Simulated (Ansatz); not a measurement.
Correcting a cheap level on molecular compounds of Mg

The vertical ionisation energy (cation less neutral) in eV of 8 molecular compounds of Mg: x at HF/def2-TZVPP, y at CCSD(T)/def2-TZVPP. Shapes, held fixed at every level: PBE0-D4/def2-TZVP. Programs: Ansatz 0.2.0.

| molecule | x (eV) | y (eV) |
| --- | --- | --- |
| Mg(NH2)2 | 7.21 | 8.71 |
| Mg(NH2)(OH) | 7.34 | 8.84 |
| Mg(NH2)(SH) | 7.47 | 8.95 |
| Mg(NH2)Cl | 7.67 | 9.15 |
| CH4MgO2 (SMILES C[O][Mg][OH]) | 8.33 | 9.74 |
| MgH(SH) | 8.34 | ? |
| Mg(SH)F | 8.74 | 9.82 |
| Mg(CH3)F | 8.74 | 9.96 |

Fit y = c + s·x to the known rows and predict y for MgH(SH).


1. Means of the 7 rows: x = 7.9286, y = 9.310.
2. Σ(Δx)² = 2.6179, Σ(Δx·Δy) = 2.0281, so the slope is 2.0281/2.6179 = 0.7747.
3. Intercept: 9.310 − (0.7747) × 7.9286 = 3.168. The largest residual of the fit is 0.12.
4. MgH(SH): 3.168 + 0.7747 × 8.34 = 9.63 eV.

CCSD(T)/def2-TZVPP gives 9.42 eV, so the prediction is off by +0.21 eV, more than the largest residual. Uncorrected, HF/def2-TZVPP misses MgH(SH) by -1.08 eV, and the other rows by 1.38 on average. The line overshoots: the miss goes from -1.08 to +0.21. Left out in turn, the other rows are missed by 0.07 eV on average, so the withheld one doesn't follow the line. Cations run unrestricted. Outer-core shells of Mg are correlated, in sets that cover them unevenly.

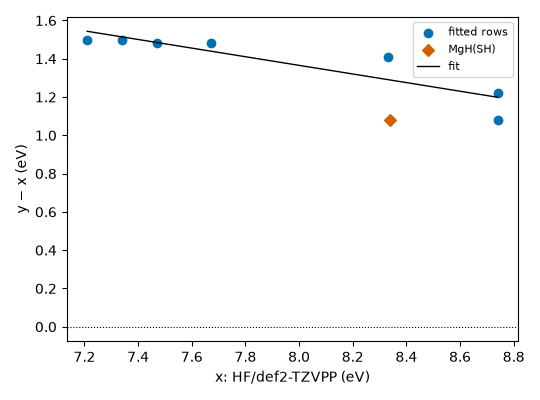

The correction y − x against x, with the fitted line and the withheld molecule.
